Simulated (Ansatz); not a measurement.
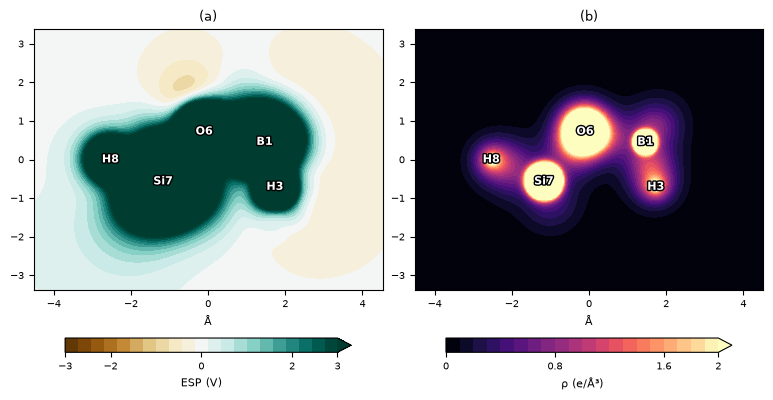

*BH7OSi. (a) molecular electrostatic potential; (b) electron density on the plane of atoms O6, Si7 and H8.*

A transition-state structure; geometry: PBE0-D4/def2-TZVP.

The calculation used RKS PBE0-D4/def2-TZVPP (Ansatz).

Input file:

```
crystal:
  periodic: [false, false, false]
  atoms:
    - {symbol: B, position_ang: [-0.902531, 0.480166, -0.891002]}
    - {symbol: H, position_ang: [-0.167868, 1.441754, -1.420658]}
    - {symbol: H, position_ang: [-0.648390, -0.519633, -1.502528]}
    - {symbol: H, position_ang: [-2.022974, 0.884786, -0.824171]}
    - {symbol: H, position_ang: [0.157569, 1.262532, -0.445222]}
    - {symbol: O, position_ang: [-0.156932, 0.550095, 0.508663]}
    - {symbol: Si, position_ang: [0.742790, -0.750031, 1.027549]}
    - {symbol: H, position_ang: [1.293473, -0.398137, 2.357285]}
    - {symbol: H, position_ang: [-0.145003, -1.933769, 1.116360]}
    - {symbol: H, position_ang: [1.849966, -1.017863, 0.073624]}
basis:
  gaussian: {orbitals: def2-TZVPP}
hamiltonian: {xc: pbe0, dispersion: d4}
output: {orbitals: {seedname: orbitals}}
```

Run with:

```sh
ansatz run in.yaml --threads 2 --pin off --events-out ev --progress --plain --max-ram 4352MiB
```

### What do the fields say about this system?

The plane passes through B, H, O and Si nuclei.
B–O (1.59 Å): ρ at the midpoint is about 1.2 e/Å³.
Si–O (1.66 Å): ρ is about 1.1 e/Å³ halfway.
B–H (1.20 Å): ρ is about 1.2 e/Å³ halfway.
Si–H (1.48 Å): the density is about 0.84 e/Å³ at the midpoint.
Outside the dense part of the molecule the potential is most negative (−0.8 V) near O6.
